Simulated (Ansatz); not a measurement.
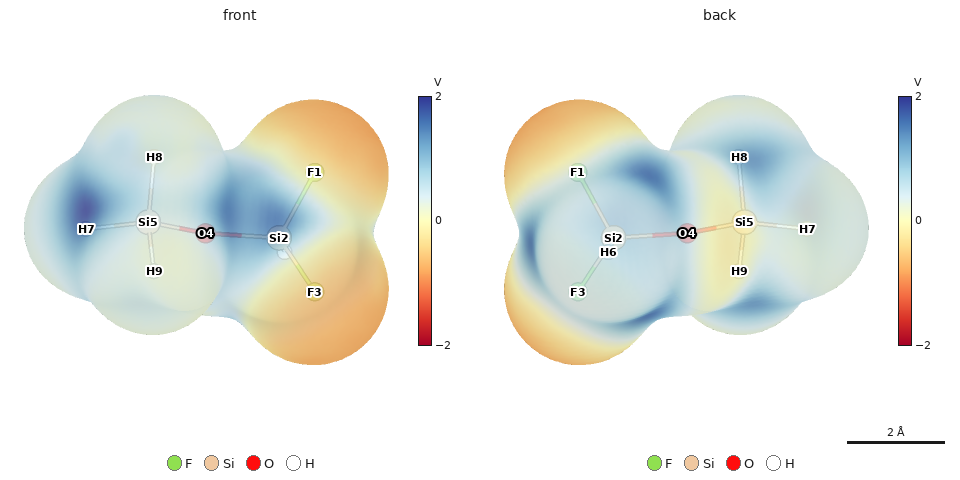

*F$_{2}$H$_{4}$OSi$_{2}$ (SMILES F[SiH](F)O[SiH3]). The electrostatic potential painted on the density surface at 0.002 e/bohr³, seen from the front and from behind; red is negative and blue positive.*

Geometry: PBE0-D4/def2-TZVP.

Level of theory: RKS PBE0-D4/def2-TZVPP in Ansatz 0.2.0.

```xyz
9

F    -1.1212    1.5815    1.4579
Si   -1.3595    0.7345    0.1434
F    -1.2976    1.7507   -1.0673
O    -0.2149   -0.3719   -0.0107
Si    1.3515   -0.8531   -0.1525
H    -2.6857    0.1172    0.1947
H     1.3592   -2.3313   -0.2468
H     2.1142   -0.4137    1.0409
H     1.9423   -0.2602   -1.3767
```

Where is the surface potential most negative and most positive?

Answer. The most negative region (about −0.8 V) lies over F1 and F3, the most positive (about +1.7 V) over Si2 and Si5.
